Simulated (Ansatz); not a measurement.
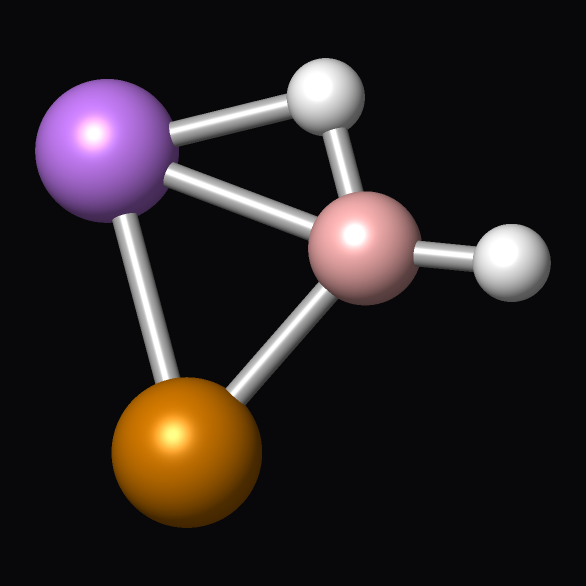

Every bond is drawn as one stick, whatever its order. Colours: lithium purple, tellurium orange, boron pink, hydrogen white.

Question: What is the molecular formula?

Answer: BH2LiTe, 5 atoms: 1 boron, 2 hydrogen, 1 lithium and 1 tellurium.

Question: How many sets of symmetry-equivalent atoms are there?

Answer: 5: 1 Li, 1 Te, 1 B, 1 H, 1 H.

Question: Give the symmetry (Schoenflies symbol).

Answer: Cs.

More results for the same structure follow; atom numbers are the same in all pictures, views and colours differ. The computed structure is the end point of a PBE0-D4/def2-TZVP optimisation. No frequency run is at hand to confirm it as a minimum.

### Shape

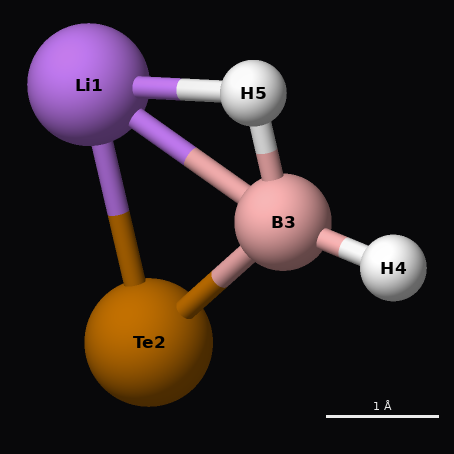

The atoms are numbered. No frequency run is at hand to confirm it as a minimum.

List the bonds and their lengths.

```
   bond  length (Å)
Li1–Te2       2.467
 Li1–B3       2.248
 Li1–H5       1.790
 Te2–B3       2.090
  B3–H4       1.191
  B3–H5       1.235
```

### Dipole moment

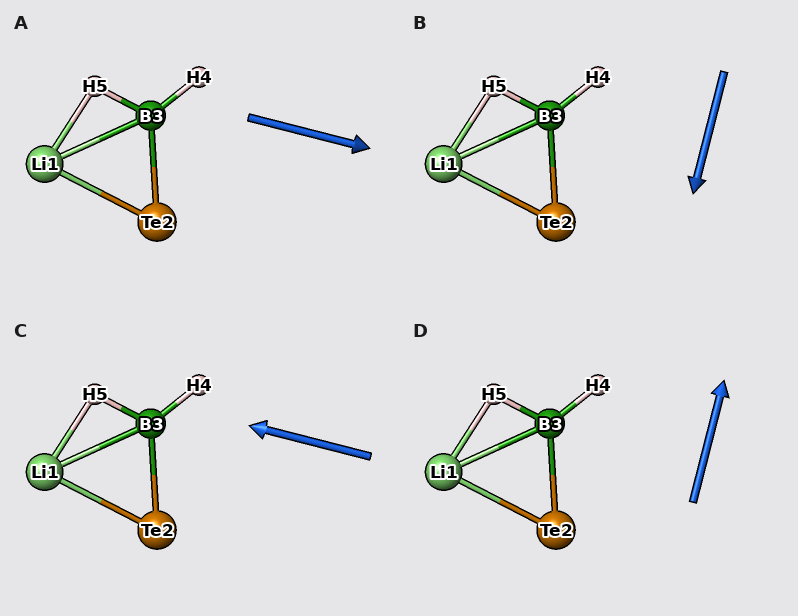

The same molecule four times, each with an arrow. No frequency run is at hand to confirm it as a minimum. Method: RKS PBE0-D4/def2-TZVP, core potentials on Te (Ansatz 0.2.0).

Question: Which arrow points along the dipole moment, from the negative to the positive end?

Answer: C. The dipole moment is 5.48 D; it points from the side of Te2, H4 to the side of Li1 (the outermost atoms at the two ends).

### Electronic properties

No frequency run is at hand to confirm it as a minimum. Level of theory: RKS PBE0-D4/def2-TZVPP, core potentials on Te (Ansatz 0.2.0).

Predict the main results.

- HOMO energy (Kohn–Sham orbital): −5.94 eV
- LUMO energy (Kohn–Sham orbital): −1.39 eV
- HOMO–LUMO gap: 4.56 eV

### Charges

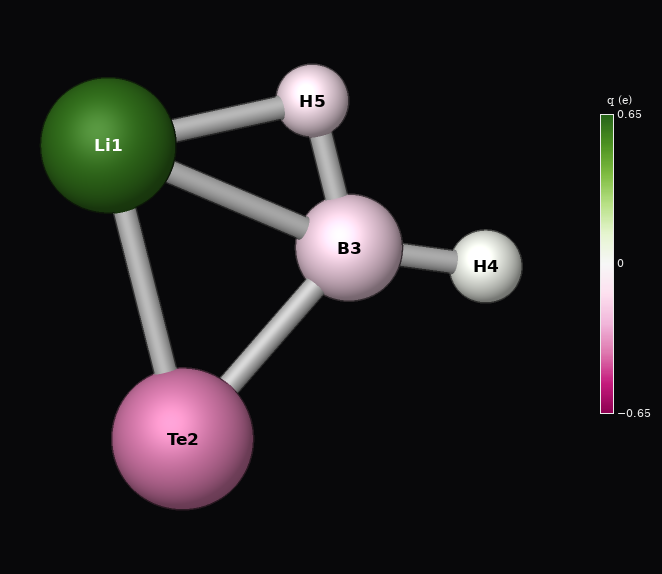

Atoms are coloured by their Mulliken charges. No frequency run is at hand to confirm it as a minimum. Level of theory: RKS PBE0-D4/def2-TZVP, core potentials on Te (Ansatz 0.2.0).

Question: Which atom carries the highest charge (most positive or least negative)?

Answer: Li1 (0.61 e).

Question: And the lowest?

Answer: Te2 (−0.37 e).

List the Mulliken charges.

| atom | value (e) |
| --- | --- |
| Li1 | 0.61 |
| Te2 | −0.37 |
| B3 | −0.16 |
| H4 | 0.03 |
| H5 | −0.11 |

Mulliken values depend strongly on the basis set and can even reverse the polarity of a bond.
